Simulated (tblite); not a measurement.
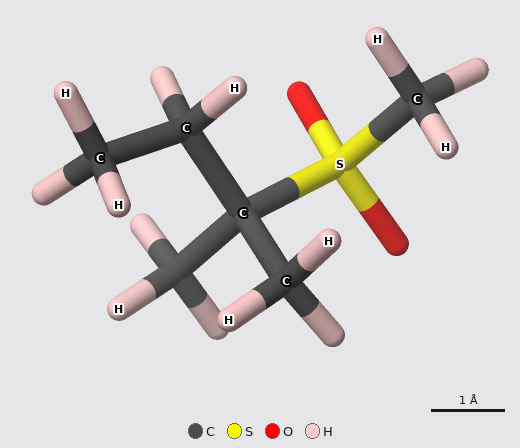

This is the input geometry for a relaxation of C$_{6}$H$_{14}$O$_{2}$S. The picture is a stick view, seen from a free direction.

All numbers below come from GFN2-xTB geometry optimisation, gas phase in tblite 0.8.0.

```xyz
23

C    -2.2766    0.9479   -0.0017
C    -0.8108    0.9191   -0.3774
C    -0.0653   -0.4222   -0.0648
C    -0.7349   -1.5849   -0.8247
C    -0.0635   -0.7279    1.4448
S     1.6626   -0.3040   -0.6835
C     2.4254    1.0308    0.2218
O     1.6408    0.1075   -2.0698
O     2.3716   -1.5202   -0.2972
H    -2.8657    0.2167   -0.5678
H    -2.4452    0.7650    1.0639
H    -2.7016    1.9363   -0.2264
H    -0.3183    1.7351    0.1782
H    -0.7129    1.1526   -1.4374
H    -1.7515   -1.7788   -0.4508
H    -0.1645   -2.5168   -0.6744
H    -0.7911   -1.3897   -1.8886
H    -1.0701   -0.9487    1.8107
H     0.5599   -1.5951    1.6703
H     0.3329    0.1185    2.0223
H     3.4612    1.1085   -0.0981
H     1.9088    1.9649    0.0045
H     2.4040    0.8123    1.3049
```

Question: What does the optimiser find from here?

Answer: The largest move after the best rigid fit is that of H19, 0.20 Å. Largest moves by element: H 0.20 Å, O 0.12 Å, C 0.10 Å, S 0.08 Å. Near-neighbour distances that change, for instance: C2–C3 1.566 → 1.521 Å, S6–C7 1.784 → 1.828 Å, C7–H23 1.105 → 1.081 Å, C3–C4 1.542 → 1.519 Å. Bond angles that change, for instance: C4–C3–S6 106.9° → 102.5°, C2–C3–C4 109.9° → 113.4°, C2–C3–C5 111.5° → 114.6°. Over 59 geometry steps the energy falls by 4.45 kcal/mol.

History of the run:

| step | E − E(0), kcal/mol |
| --- | --- |
| 0 | 0.00 |
| 1 | -1.99 |
| 2 | -2.61 |
| 3 | -3.03 |
| 4 | -3.28 |
| 5 | -3.52 |
| 6 | -3.69 |
| 7 | -3.83 |
| 8 | -3.93 |
| 9 | -3.99 |
| 10 | -4.03 |
| 13 | -4.16 |
| 15 | -4.23 |
| 18 | -4.28 |
| 20 | -4.30 |
| 23 | -4.34 |
| 25 | -4.36 |
| 28 | -4.38 |
| 31 | -4.39 |
| 33 | -4.40 |
| 36 | -4.41 |
| 38 | -4.42 |
| 41 | -4.43 |
| 44 | -4.44 |
| 46 | -4.44 |
| 49 | -4.45 |
| 51 | -4.45 |
| 54 | -4.45 |
| 56 | -4.45 |
| 59 | -4.45 |

The structure at the end:

```xyz
23

C    -2.3065    0.9623   -0.0382
C    -0.8102    0.9230   -0.3393
C    -0.1515   -0.4089   -0.0150
C    -0.7283   -1.5739   -0.8004
C    -0.0530   -0.7191    1.4651
S     1.5821   -0.3064   -0.6626
C     2.4496    1.0310    0.2319
O     1.5324    0.0735   -2.0501
O     2.2624   -1.5337   -0.3393
H    -2.8443    0.2334   -0.6366
H    -2.4951    0.7589    1.0129
H    -2.7021    1.9479   -0.2698
H    -0.3207    1.7126    0.2355
H    -0.6431    1.1270   -1.3989
H    -1.7336   -1.8203   -0.4660
H    -0.0884   -2.4435   -0.6662
H    -0.7486   -1.3278   -1.8595
H    -0.9993   -1.1020    1.8429
H     0.7093   -1.4809    1.6164
H     0.2107    0.1652    2.0411
H     3.4685    1.0198   -0.1342
H     1.9773    1.9750   -0.0017
H     2.4280    0.8138    1.2907
```

After the run, drawn alike:

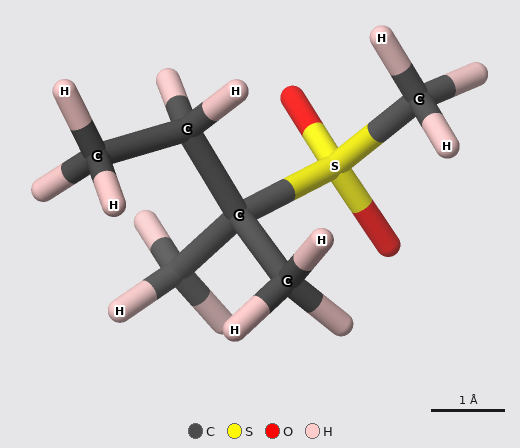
